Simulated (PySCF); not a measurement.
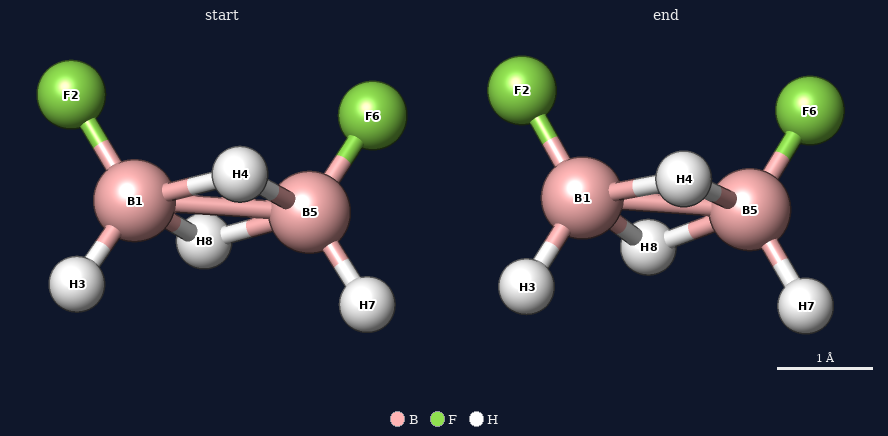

The structure of B$_{2}$H$_{4}$F$_{2}$ before (left) and after (right) a relaxation, at one scale.

Style: ball-and-stick. Shown at a tilt.

The start comes from GFN2-xTB.

These are results of PBE0-D3(BJ)/def2-SVP geometry optimisation, gas phase in PySCF 2.14.0, density-fitted response routines, not measurements. 

> What changed between the two?

The largest moves after the best rigid fit, 0.089 Å, are those of F2 and F6. Largest moves by element: F 0.089 Å, H 0.065 Å, B 0.050 Å. Near-neighbour distances that change, for instance: B1–B5 1.872 → 1.794 Å, B1–H3 1.173 → 1.206 Å, B1–H4 1.364 → 1.345 Å, B5–H8 1.363 → 1.345 Å. Bond angles that change, for instance: H3–B1–H8 111.4° → 105.2°, H3–B1–H4 110.5° → 105.3°, F2–B1–H3 117.5° → 121.4°. The energy falls by 2.97 kcal/mol in 9 geometry steps. The largest force component goes from 0.96 to 0.012 eV/Å. The run took roughly 11 core-seconds on a shared host.
